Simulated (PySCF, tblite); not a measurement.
# C5H12BN: geometry, infrared bands and NMR shifts

What infrared bands and NMR shifts should C5H12BN (`CBN1CC1(C)C`) show?

Computed with tblite 0.8.0 and PySCF 2.14.0, with density-fitted response routines of our own, on a single molecule in the gas phase. Atoms are numbered from 0 throughout.

## 1. The starting structure

19 atoms, charge 0, multiplicity 1; geometry from: force field or distance geometry start.

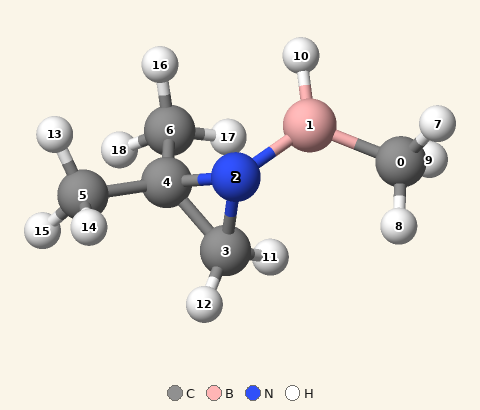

The starting geometry (carbon grey, boron pink, nitrogen blue, hydrogen white), atoms numbered.

## 2. Relaxing the molecule with GFN2-xTB

Job settings and geometry (Å):

```
{"job": {"kind": "relax", "xc": "GFN2-xTB", "basis": "xTB"}, "charge": 0, "multiplicity": 1}
C      2.772700     0.494700     0.609500
B      1.199800     0.603600     0.890800
N      0.282700    -0.601700     0.632900
C      0.228400    -0.914300    -0.832200
C     -0.941000    -0.312700    -0.180000
C     -2.110200    -1.245100     0.139900
C     -1.274300     1.151100    -0.571500
H      3.330200     0.628400     1.563900
H      3.013100    -0.494800     0.171900
H      3.053800     1.296400    -0.095300
H      0.781500     1.557500     1.445000
H      0.825300    -0.266300    -1.492300
H      0.171600    -2.015900    -0.989100
H     -2.727800    -0.787400     0.933400
H     -1.754100    -2.225700     0.505700
H     -2.730200    -1.395100    -0.751900
H     -1.607700     1.702900     0.339100
H     -0.418900     1.678800    -1.027300
H     -2.104600     1.154800    -1.300000
```

On the command line:

```console
$ OMP_NUM_THREADS=1 python probes_run.py task.json out
```

One launch serves the whole session: the jobs run in the order shown.

Standard output:

```text
step      E/eV     max force
  0    -570.18054    4.029
  1    -570.52896    2.670
  2    -570.78706    1.713
  3    -570.83458    0.593
  4    -570.88207    0.621
  5    -570.91161    0.634
  6    -570.95807    0.620
  7    -570.98927    0.383
  8    -571.01379    0.455
  9    -571.03473    0.492
 10    -571.06322    0.523
 11    -571.09526    0.513
 12    -571.12077    0.351
 13    -571.13659    0.305
 14    -571.15148    0.307
 15    -571.16710    0.297
 16    -571.17859    0.238
 17    -571.18646    0.196
 18    -571.19431    0.219
 19    -571.20530    0.242
 20    -571.22000    0.316
 21    -571.23618    0.303
 22    -571.25036    0.233
 23    -571.26204    0.249
 24    -571.27313    0.247
 25    -571.28198    0.210
 26    -571.28729    0.171
 27    -571.29101    0.163
 28    -571.29488    0.185
 29    -571.29910    0.278
 30    -571.30351    0.190
 31    -571.30714    0.138
 32    -571.30922    0.114
 33    -571.31163    0.124
 34    -571.31412    0.145
 35    -571.31626    0.121
 36    -571.31789    0.094
 37    -571.31918    0.096
 38    -571.32042    0.096
 39    -571.32172    0.091
 40    -571.32329    0.112
 41    -571.32547    0.166
 42    -571.32835    0.174
 43    -571.33128    0.142
 44    -571.33370    0.114
 45    -571.33563    0.108
 46    -571.33730    0.105
 47    -571.33916    0.092
 48    -571.34114    0.091
 49    -571.34309    0.111
 50    -571.34512    0.120
 51    -571.34753    0.132
 52    -571.35019    0.126
 53    -571.35245    0.088
 54    -571.35403    0.075
 55    -571.35529    0.090
 56    -571.35658    0.099
 57    -571.35774    0.072
 58    -571.35843    0.047
 59    -571.35877    0.046
 60    -571.35896    0.031
 61    -571.35914    0.026
 62    -571.35928    0.022
 63    -571.35934    0.019
 64    -571.35940    0.019
 65    -571.35951    0.021
 66    -571.35966    0.025
 67    -571.35980    0.023
 68    -571.35989    0.023
 69    -571.35997    0.022
 70    -571.36005    0.021
 71    -571.36016    0.024
 72    -571.36026    0.021
 73    -571.36037    0.027
 74    -571.36049    0.033
 75    -571.36063    0.039
 76    -571.36079    0.046
 77    -571.36092    0.036
 78    -571.36101    0.021
 79    -571.36109    0.018
 80    -571.36117    0.025
 81    -571.36127    0.031
 82    -571.36139    0.025
 83    -571.36151    0.028
 84    -571.36163    0.027
 85    -571.36179    0.037
 86    -571.36200    0.043
 87    -571.36225    0.038
 88    -571.36252    0.042
 89    -571.36279    0.039
 90    -571.36307    0.044
 91    -571.36340    0.048
 92    -571.36361    0.052
 93    -571.36351    0.082
 94    -571.36392    0.026
 95    -571.36402    0.026
 96    -571.36446    0.039
 97    -571.36464    0.039
 98    -571.36490    0.041
 99    -571.36502    0.038
100    -571.36518    0.032
101    -571.36534    0.029
102    -571.36551    0.029
103    -571.36566    0.037
104    -571.36576    0.053
105    -571.36599    0.042
106    -571.36631    0.039
107    -571.36574    0.221
108    -571.36696    0.109
109    -571.36740    0.039
110    -571.36772    0.039
111    -571.36793    0.057
112    -571.36847    0.042
113    -571.36880    0.037
114    -571.36901    0.039
115    -571.36919    0.037
116    -571.36933    0.043
117    -571.36951    0.020
118    -571.36961    0.017
119    -571.36968    0.021
120    -571.36977    0.023
121    -571.36983    0.017
122    -571.36987    0.013
123    -571.36990    0.012
124    -571.36993    0.011
125    -571.36995    0.009
```

Wall time 1.2 s (1 thread of Arm Neoverse N1, shared host); peak memory 0.18 GiB.

Step by step: (not every step is listed)

```csv
step,energy from step 0 (eV),largest force (eV/Å)
0,0.0000,4.0286
1,-0.3484,2.6700
2,-0.6065,1.7135
3,-0.6540,0.5930
4,-0.7015,0.6212
5,-0.7311,0.6338
6,-0.7775,0.6201
7,-0.8087,0.3827
8,-0.8333,0.4549
19,-1.0248,0.2423
30,-1.1230,0.1900
41,-1.1449,0.1656
52,-1.1697,0.1261
63,-1.1788,0.0193
74,-1.1800,0.0327
85,-1.1813,0.0373
96,-1.1839,0.0387
107,-1.1852,0.2207
118,-1.1891,0.0174
120,-1.1892,0.0227
121,-1.1893,0.0170
122,-1.1893,0.0127
123,-1.1894,0.0122
124,-1.1894,0.0107
125,-1.1894,0.0091
```

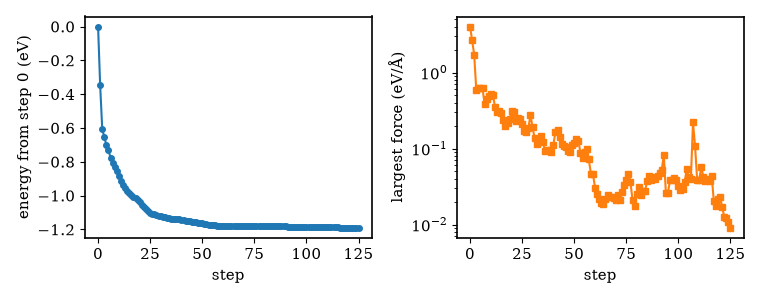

Energy and largest force along the relaxation.

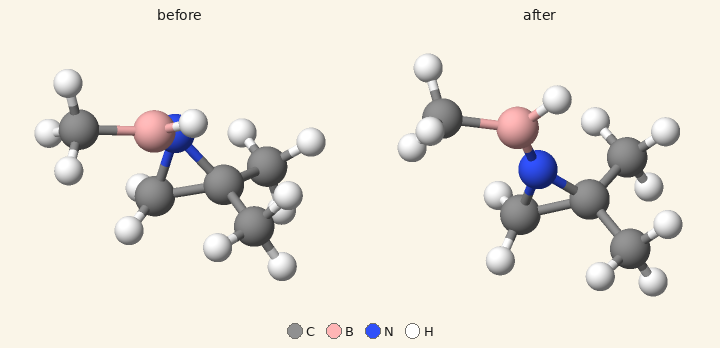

The geometry before (left) and after (right).

Distances of close pairs at the start and the end, largest changes first:

```csv
bond,before (Å),after (Å),change (Å)
B1–N2,1.536,1.365,-0.171
N2–C4,1.497,1.423,-0.075
N2–C3,1.499,1.426,-0.073
C4–C6,1.551,1.514,-0.037
C3–H12,1.114,1.085,-0.029
C6–H16,1.116,1.088,-0.028
C0–H7,1.113,1.089,-0.025
C3–C4,1.468,1.492,+0.024
```

The next job starts from the end point, and lists it.

## 3. Vibrational analysis with GFN2-xTB

Job settings and geometry (Å):

```
{"job": {"kind": "ir", "xc": "GFN2-xTB", "basis": "xTB"}, "charge": 0, "multiplicity": 1}
C      2.820740     0.278319     0.856683
B      1.261458     0.533635     1.015792
N      0.389482     0.023656     0.097576
C      0.211089    -0.732156    -1.098765
C     -0.945881    -0.142456    -0.364247
C     -1.849865    -1.058058     0.434451
C     -1.638762     1.074902    -0.939798
H      3.224364    -0.231295     1.729994
H      3.065158    -0.321291    -0.017460
H      3.363530     1.218750     0.773936
H      0.821709     1.158353     1.909480
H      0.540390    -0.278421    -2.027277
H      0.386830    -1.801201    -1.044561
H     -2.308764    -0.508158     1.253347
H     -1.278638    -1.882742     0.852780
H     -2.637937    -1.459477    -0.200029
H     -2.070626     1.671808    -0.138943
H     -0.928752     1.693095    -1.483422
H     -2.435329     0.771986    -1.617001
```

Standard output:

```text
mode    cm-1     km/mol
  1      78.4      0.66
  2      96.2      0.03
  3     126.3      0.16
  4     136.4      0.01
  5     179.5      0.01
  6     193.5      0.21
  7     282.1      0.44
  8     362.2      0.18
  9     376.6      0.96
 10     414.1      2.78
 11     485.7      0.12
 12     682.5     15.05
 13     726.0      3.07
 14     763.6      3.72
 15     878.5    103.94
 16     886.3      5.12
 17     901.6      2.36
 18     972.2      2.72
 19     979.8     20.38
 20     995.0      9.95
 21    1007.2      0.11
 22    1023.5      0.82
 23    1065.0      2.47
 24    1077.6      2.16
 25    1134.5     78.54
 26    1142.9     48.85
 27    1254.4     25.54
 28    1349.9     28.74
 29    1390.7     14.31
 30    1399.2      9.83
 31    1409.8      1.31
 32    1457.5      7.80
 33    1476.8      0.36
 34    1485.1      1.56
 35    1488.5      4.83
 36    1495.7      9.71
 37    1506.0      0.10
 38    1509.7      5.70
 39    1637.4    245.60
 40    2579.4    189.79
 41    3009.0     45.92
 42    3020.6     10.59
 43    3021.1     48.30
 44    3021.8     24.37
 45    3024.0     36.06
 46    3028.1     47.79
 47    3029.4      1.82
 48    3029.7     59.83
 49    3035.2     61.24
 50    3045.9     29.88
 51    3047.8     30.29
```

Run time: 0.88 s. Hardware: 1 thread of Arm Neoverse N1, shared host; peak memory 0.18 GiB.

The strongest bands and the atoms that carry them (share of the mass-weighted mode):

```csv
cm⁻¹,km/mol,atoms
878,103.9,"B1 23 %, H9 22 %, H7 21 %, C0 15 %"
1134,78.5,"C4 19 %, C3 15 %, N2 11 %"
1143,48.9,"H10 18 %, B1 18 %, C4 17 %"
1637,245.6,"N2 54 %, B1 22 %, C4 13 %"
2579,189.8,H10 92 %
3021,48.3,"H7 45 %, H9 29 %, H8 17 %"
3030,59.8,H8 59 %
3035,61.2,"H13 58 %, H16 21 %"
```

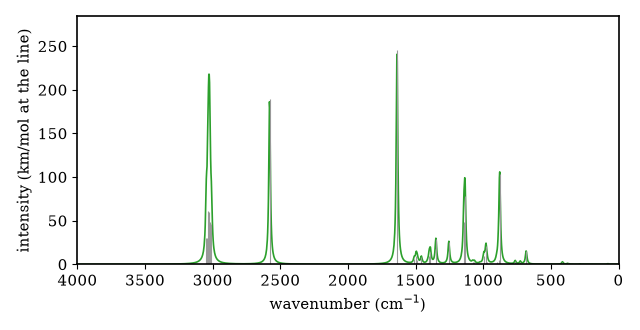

The infrared spectrum from these modes, unscaled. Lines are broadened to a width of 14 cm⁻¹ (Lorentzian).

## 4. Nuclear shieldings: PBE0/pcSseg-1

Settings changed since step 3:

```diff
@@ -1,2 +1,2 @@
-{"job": {"kind": "ir", "xc": "GFN2-xTB", "basis": "xTB"}, "charge": 0, "multiplicity": 1}
+{"job": {"kind": "nmr", "xc": "PBE0", "basis": "pcSseg-1"}, "charge": 0, "multiplicity": 1}
 C      2.820740     0.278319     0.856683
```

With the program's defaults for keys left out, this is: GIAO PBE0/pcSseg-1 NMR shielding, non-relativistic, gas phase.

Standard output:

```text
coarse grid: 15024 points
cycle   1  E = -276.8850140015  dE =  8.046e-01  |g| = 4.778e-01  |ddm| = 3.655e+00
cycle   2  E = -276.8811283155  dE =  3.886e-03  |g| = 5.100e-01  |ddm| = 8.746e-01
cycle   3  E = -276.9470028906  dE = -6.587e-02  |g| = 5.642e-02  |ddm| = 4.577e-01
cycle   4  E = -276.9474423451  dE = -4.395e-04  |g| = 3.184e-02  |ddm| = 5.049e-02
cycle   5  E = -276.9476402494  dE = -1.979e-04  |g| = 6.618e-03  |ddm| = 2.475e-02
cycle   6  E = -276.9476500187  dE = -9.769e-06  |g| = 1.841e-03  |ddm| = 7.412e-03
final grid: 142704 points
cycle   7  E = -276.9872502045  dE = -5.111e-05  |g| = 8.207e-03  |ddm| = 3.549e-02
cycle   8  E = -276.9872471777  dE =  3.027e-06  |g| = 9.006e-03  |ddm| = 1.458e-02
cycle   9  E = -276.9872676714  dE = -2.049e-05  |g| = 8.424e-04  |ddm| = 7.681e-03
cycle  10  E = -276.9872678107  dE = -1.393e-07  |g| = 2.884e-04  |ddm| = 7.842e-04
cycle  11  E = -276.9872678267  dE = -1.604e-08  |g| = 6.865e-05  |ddm| = 2.289e-04
cycle  12  E = -276.9872678279  dE = -1.142e-09  |g| = 1.741e-05  |ddm| = 7.379e-05
cycle  13  E = -276.9872678279  dE = -6.071e-11  |g| = 5.479e-06  |ddm| = 1.916e-05
converged SCF energy = -276.9872678279

GIAO shielding tensors (ppm)
atom      isotropic    diamagn.    paramagn.     s11        s22        s33       span
  0 C      181.602     252.594     -70.992    168.707    184.502    191.598     22.891
  1 B       65.206     198.311    -133.105     23.510     51.940    120.168     96.658
  2 N      124.950     323.741    -198.792     26.406     99.437    249.006    222.600
  3 C      154.590     254.324     -99.735    122.779    143.203    197.786     75.007
  4 C      150.831     252.779    -101.948    109.522    148.448    194.523     85.001
  5 C      159.695     245.278     -85.583    136.268    153.377    189.439     53.171
  6 C      159.744     245.251     -85.507    136.499    153.382    189.350     52.851
  7 H       31.299      29.918       1.381     27.927     28.142     37.827      9.900
  8 H       31.360      32.736      -1.377     26.728     31.560     35.790      9.062
  9 H       31.300      29.931       1.369     27.948     28.127     37.825      9.877
 10 H       26.362      33.429      -7.067     24.719     25.838     28.528      3.809
 11 H       29.892      32.693      -2.801     25.361     26.920     37.395     12.035
 12 H       29.887      32.685      -2.798     25.356     26.918     37.388     12.031
 13 H       29.965      29.939       0.026     26.371     27.749     35.774      9.403
 14 H       31.032      30.523       0.509     26.382     28.935     37.780     11.398
 15 H       30.122      28.907       1.214     26.187     27.418     36.761     10.574
 16 H       29.952      29.942       0.010     26.347     27.742     35.768      9.421
 17 H       31.028      30.507       0.521     26.365     28.925     37.794     11.429
 18 H       30.129      28.902       1.227     26.177     27.455     36.755     10.578
```

Wall time 43 s (1 thread of Arm Neoverse N1, shared host); peak memory 0.81 GiB.

The references, computed at this level on geometries of the same kind, shield at (ppm): 1H TMS 31.72, 13C TMS 186.9, 15N NH3 267.7, 11B BF3·OEt2 100.1. Their shielding less the atom's gives the shift. The references are single molecules in the gas phase, so shifts against H2O, NH3, PH3, H3PO4 or CFCl3 are not on the usual liquid scales and can be off by tens of ppm. Atoms listed in one row are averaged.

```csv
atoms,environment,σ (ppm),δ (ppm),δ scaled to CDCl3
C4,aziridine ring carbon,150.8,36.1,33.3
C3,aziridine ring carbon,154.6,32.3,29.6
"C5, C6",methyl carbon,159.7,27.2,24.6
C0,methyl carbon bonded to B,181.6,5.3,3.3
H10,"hydrogen on a boron bonded to C, N",26.36,5.36,–
"H11, H12",hydrogen on an aziridine ring carbon,29.89,1.83,1.83
"H13, H14, H15, H16, H17, H18",hydrogen on a methyl carbon,30.37,1.35,1.37
"H7, H8, H9",hydrogen on a methyl carbon bonded to B,31.32,0.40,0.48
B1,"boron bonded to C, N, H",65.2,34.9,–
N2,"nitrogen bonded to 2 C, B, in a 3-membered ring",124.9,142.8,–
```

The scaled column applies a straight-line fit of computed shieldings to shifts measured in CDCl3 (root-mean-square error 0.16 ppm for H, 1.9 ppm for C).

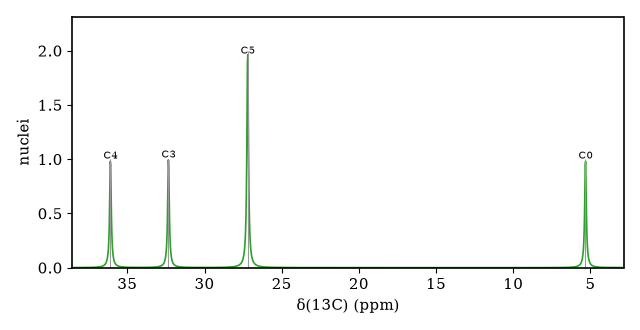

13C lines at the computed shifts, without couplings. Lines are broadened to a width of 0.12 ppm (Lorentzian).

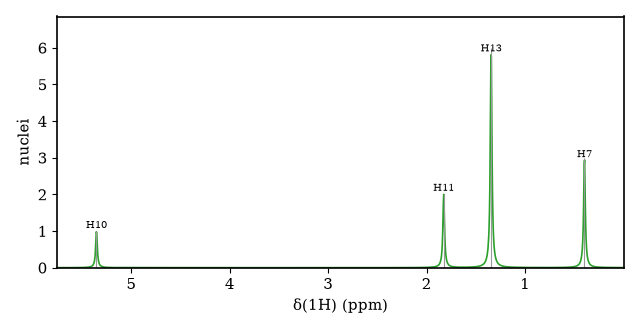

1H lines at the computed shifts, without couplings. Lines are broadened to a width of 0.02 ppm (Lorentzian).

Charges from the same density, by scheme (e):

```csv
atoms,Mulliken,IAO,Hirshfeld,ESP fit
C0,-0.52,-0.58,-0.20,-0.56
B1,0.28,0.10,0.13,0.34
N2,-0.44,-0.21,-0.12,-0.15
C3,0.05,-0.19,-0.04,-0.33
C4,-0.36,0.14,0.07,0.41
"C5, C6",-0.13,-0.43,-0.12,-0.61
```

Mulliken charges:

C0 -0.52; B1 0.28; N2 -0.44; C3 0.05; C4 -0.36; C5 -0.13; C6 -0.13; H7 0.12; H8 0.10; H9 0.12; H10 -0.03; H11 0.12; H12 0.12; H13 0.12; H14 0.11; H15 0.12; H16 0.12; H17 0.11; H18 0.12

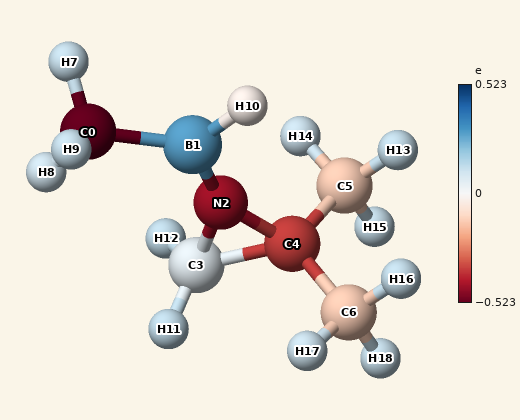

Mulliken charges, as colours on the atoms.

Mayer bond orders: C0–B1 1.01, B1–N2 1.34, N2–C3 0.90, C3–C4 0.96, C4–C5 1.04, C4–C6 1.04, C4–N2 0.84.

Ring of atoms N2, C3, C4: NICS(0) -39.8, NICS(1) -6.4, NICS(1)zz -19.4 ppm (means of both faces).

In rings of three or four atoms NICS is ruled by the nearby σ bonds, so it says little on aromaticity.

## 5. Summary of results

| quantity | value |
| --- | --- |
| strongest single infrared mode (GFN2-xTB) | 1637 cm⁻¹, 246 km/mol |
| zero-point energy (GFN2-xTB) | 102.5 kcal/mol |
| 13C shifts against TMS (PBE0/pcSseg-1, means over atoms taken as alike) | 36.1, 32.3, 27.2, 5.3 ppm |
| 1H shifts against TMS (PBE0/pcSseg-1, means over atoms taken as alike) | 5.36, 1.83, 1.35, 0.40 ppm |
| 11B shifts against BF3·OEt2 (PBE0/pcSseg-1) | 34.9 ppm |
| 15N shifts against NH3 (PBE0/pcSseg-1) | 142.8 ppm |

In words: Over 125 steps the energy fell by 1.189 eV; of the close pairs, B1–N2 changed most, 1.536 to 1.365 Å. No mode is imaginary among the 51: a minimum at this level. The strongest single mode, at 1637 cm⁻¹, moves mainly N2. Unscaled tight-binding wavenumbers are off by several per cent, some by more. Its intensities can rank the bands wrongly. At PBE0/pcSseg-1: Shielding is most anisotropic at N2 (span 223 ppm, paramagnetic term -199 ppm).
